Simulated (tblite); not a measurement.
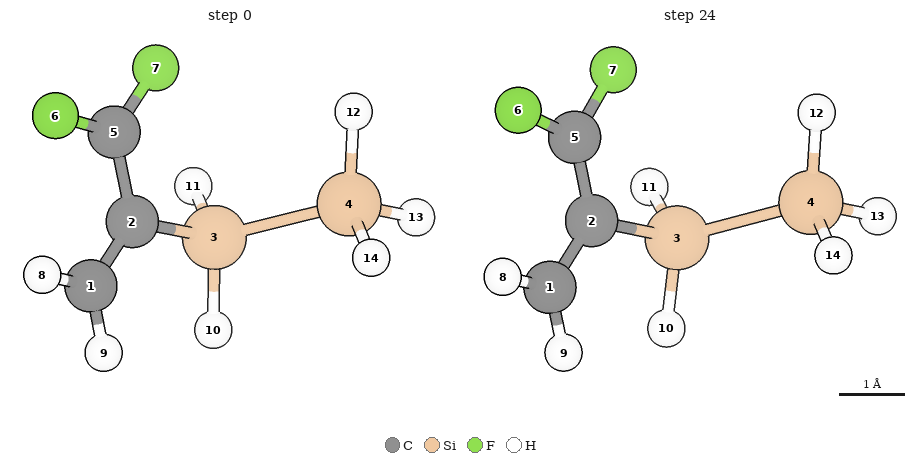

The structure of C3H7F2Si2 (multiplicity 2) before (left) and after (right) a relaxation, at one scale.

Style: ball-and-stick. Shown at a tilt.

Theory: GFN2-xTB geometry optimisation, gas phase in tblite 0.8.0. 

Q: Describe what moved and what it gained.

A: Over 24 geometry steps the energy falls by 0.371 eV. The largest moves after the best rigid fit, 0.11 Å, are those of F6 and H10. By element the largest moves are F 0.11 Å, H 0.11 Å, C 0.08 Å, Si 0.05 Å. Some distances before and after: C2–C5 1.462 → 1.365 Å, C2–Si3 1.852 → 1.906 Å, C1–C2 1.333 → 1.375 Å, Si4–H12 1.500 → 1.464 Å. Among the angles between lasting bonds that change: F6–C5–F7 120.8° → 109.6°, C2–C5–F6 118.7° → 126.6°, Si4–Si3–H10 108.8° → 115.0°. The run took 0.13 s on 1 thread of Arm Neoverse V2, with other jobs on the host.
